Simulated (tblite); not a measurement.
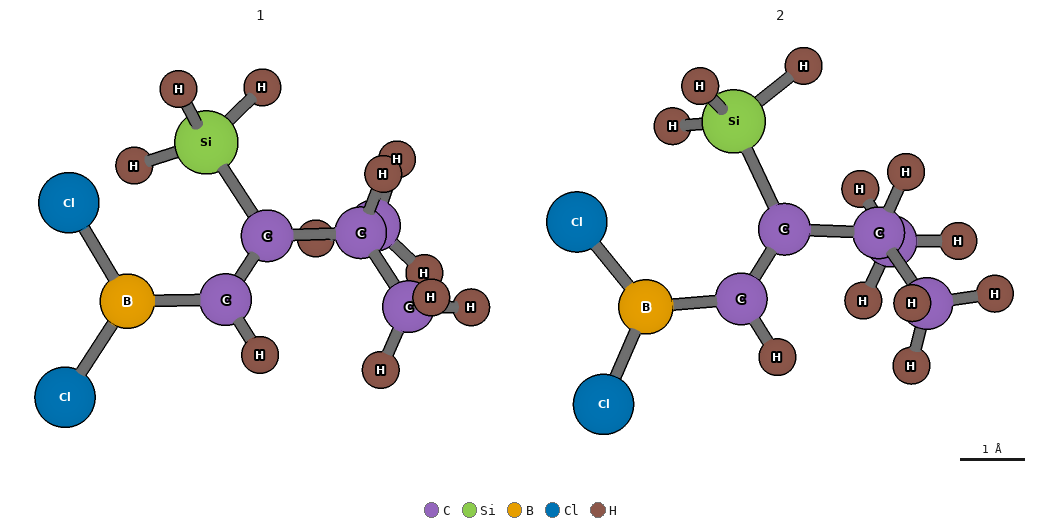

Two geometries of C5H11BCl2Si, drawn at one scale. One is the start of a relaxation, the other its converged end. The picture is a ball-and-stick view, seen at a tilt.

Computed with GFN2-xTB geometry optimisation, gas phase (tblite). 

Which one is relaxed?

Structure 2 is the relaxed one. Over 128 geometry steps the energy falls by 25.6 kcal/mol. An H atom moves most after the best rigid fit: 1.12 Å. Largest moves by element: H 1.12 Å, Cl 0.85 Å, Si 0.43 Å, C 0.29 Å, B 0.16 Å. Some distances before and after: Cl–Si 2.910 → 3.061 Å, B–Cl 1.864 → 1.730 Å, B–Cl 1.833 → 1.725 Å, C–H 1.143 → 1.088 Å. Bond angles that change, for instance: H–C–H 101.8° → 108.4°, C–C–H 104.8° → 110.7°, C–C–H 117.2° → 111.4°. Groups turn about C–C by about 50°, B–C by about 40°, C–C by about 35°.
